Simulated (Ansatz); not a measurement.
Electronic density of states of amorphous Si$_{30}$N$_{45}$Ta$_{3}$, density 3.78 g/cm³, on a 2×2×2 Γ-centred mesh with a Gaussian width of 0.1 eV; energies count from the Fermi level, whose place inside the gap is arbitrary. Cell and mesh are small, so fine structure isn't converged. All values below come from PBE, scalar-relativistic without spin-orbit coupling (plane waves to 420 eV, PAW; Ansatz, a first-principles code). Sampling: a 2×2×2 Γ-centred mesh; Fermi-Dirac width 0.02 eV; no spin polarisation. At PBE the levels at both edges of the gap are localised (band-tail or defect states), and the nearest spread-out levels lie 2.3 eV apart at the zone centre.

Preparation: random packing, a CHGNet melt and quench, and a DFT relaxation. N atoms were pushed apart under 1.9 Å during the dynamics, to hinder bonds among them. The hot cell started wider than the set density and was brought back towards it in steps. It is the lowest in DFT energy of 2 quenches. It is a model cell: composition and starting density were chosen by hand, and all elements were melted together. No dispersion term was used. Its density started from a set value of 3.78 and ended at 3.78 g/cm³. Cooling (nominally 300 K/ps over its main leg) ran many orders faster than in experiment, which tends to leave more defects and strain. One small periodic cell is one sample of the glass; other quenches scatter about these values. The volume was held where the preparation left it, at a PBE pressure of 2.7 GPa. Stress components on the final sampling reach 6.3 GPa. On a 2×2×2 Γ-centred mesh force components of up to 0.24 eV/Å stay, since the relaxation ran on the zone centre alone.

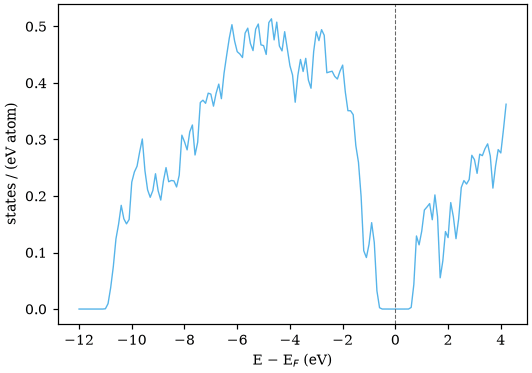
Density of states per atom

The gap between localised states on this mesh is 1.57 eV; the broadening fills part of it in the curve.
